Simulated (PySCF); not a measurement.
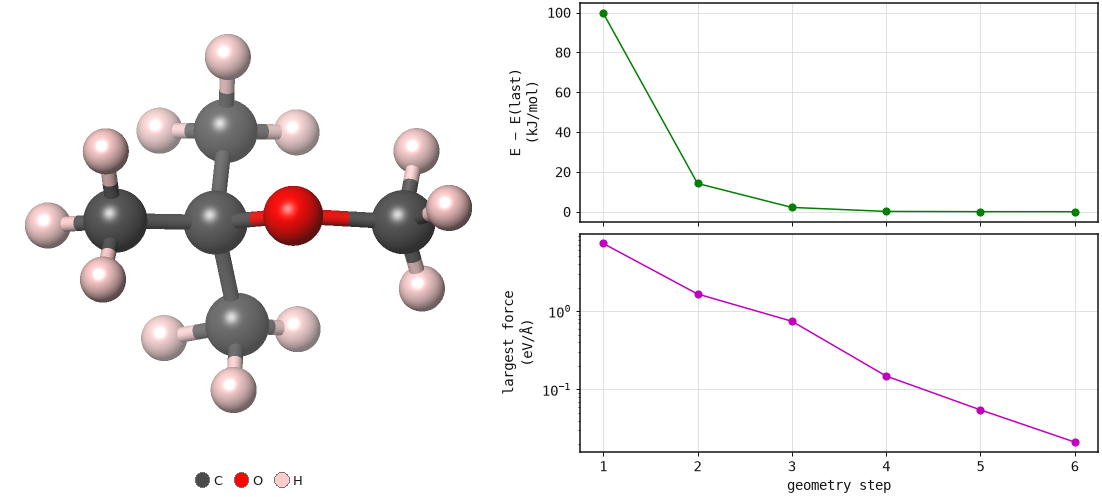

Beside the plot: the molecule at the start.

History of a geometry optimisation. C5H12O (SMILES COC(C)(C)C); PySCF 2.14.0, density fitting, PBE0-D3(BJ)/def2-SVP, geometry optimisation.

The optimisation met its thresholds at geometry 6, counting the start as the first. The energy fell by about 100 kJ/mol from the first step to the last. The largest force goes from about 7.3 eV/Å at the start to 0.021 eV/Å at the end.
